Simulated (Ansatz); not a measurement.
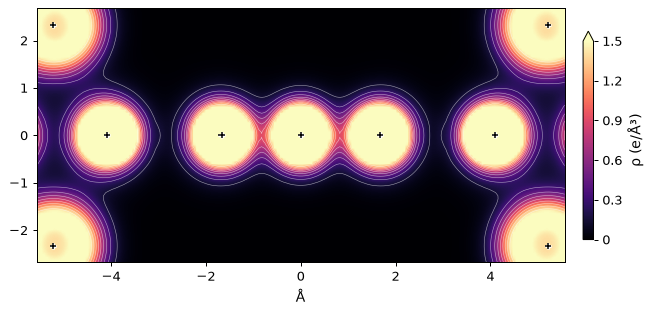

The valence charge density (pseudo) on a plane through atoms (crosses mark nuclei in the plane).

All numbers below come from DFT PBE, scalar-relativistic, plane waves, PAW (Ansatz).

Candidates:
A. Ti2Si3, a = 4.12 Å, b = 4.12 Å, c = 5.35 Å, α = 90.00°, β = 90.00°, γ = 90.00°. Space group P4mm; a structure generated by program, which may or may not match a known phase; computed without spin polarisation.
B. LaF5, a = 3.30 Å, b = 3.30 Å, c = 10.43 Å, α = 90.00°, β = 90.00°, γ = 90.00°. Space group P4/mmm; a structure generated by program, which may or may not match a known phase.
C. AlGa3Sb2, a = 4.84 Å, b = 4.84 Å, c = 10.53 Å, α = 90.00°, β = 90.00°, γ = 120.00°. Space group P6/mmm; a structure generated by program, which may or may not match a known phase.

Which candidate gave the map?

Candidate B: LaF5 on the (110) plane of the conventional cell, which holds La and F. La–F (2.59 Å): ρ is about 0.28 e/Å³ halfway, with its minimum of 0.25 e/Å³ about 1.4 Å from La.
